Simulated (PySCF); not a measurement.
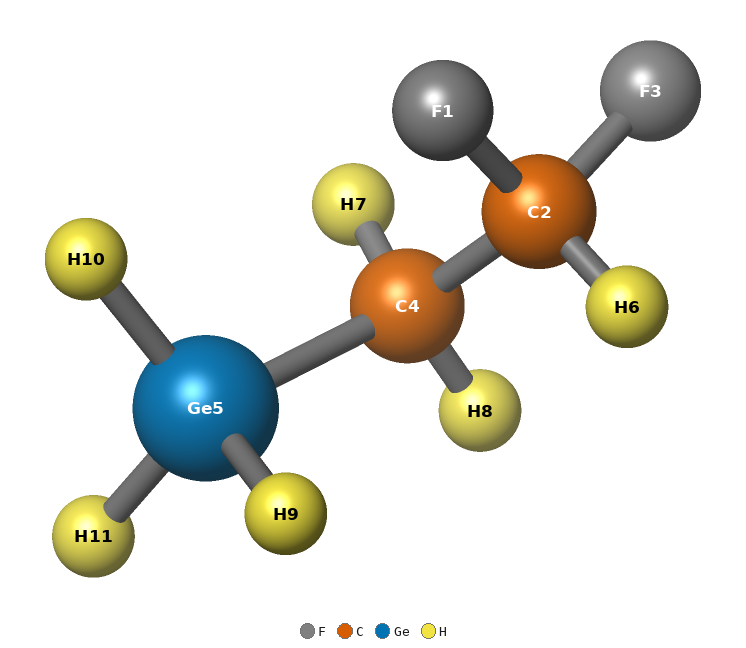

The geometry was computed by an optimisation with GFN2-xTB. No frequency run is at hand to confirm it as a minimum. Level of theory: B3LYP/pcJ-1 (pcSseg-1 on Ge) indirect spin-spin coupling, non-relativistic, gas phase (PySCF 2.14.0). Isotopes: 13C, 19F, 1H.

Give the spin–spin coupling constants of these pairs, with the number of bonds between them: F1/C2, C2/F3, F1/H6, F1/C4, F1/F3, F3/C4, F3/H6, F1/H8, F1/H7, F3/H7, F3/H8.

| pair | bonds apart | J (Hz) |
| --- | --- | --- |
| F1, C2 | 1 | −278.9 |
| C2, F3 | 1 | −310.7 |
| F1, H6 | 2 | 61.8 |
| F1, C4 | 2 | 29.4 |
| F1, F3 | 2 | 248.8 |
| F3, C4 | 2 | 12.1 |
| F3, H6 | 2 | 65.6 |
| F1, H8 | 3 | 45.3 |
| F1, H7 | 3 | 1.8 |
| F3, H7 | 3 | 22.9 |
| F3, H8 | 3 | −0.7 |

Density functionals are unreliable for couplings to fluorine, so those rows may be far off.

The geometry is semi-empirical. Around Ge such bond lengths and angles can be off by a tenth of an ångström or more and by several degrees, and values that hang on the shape move with them.
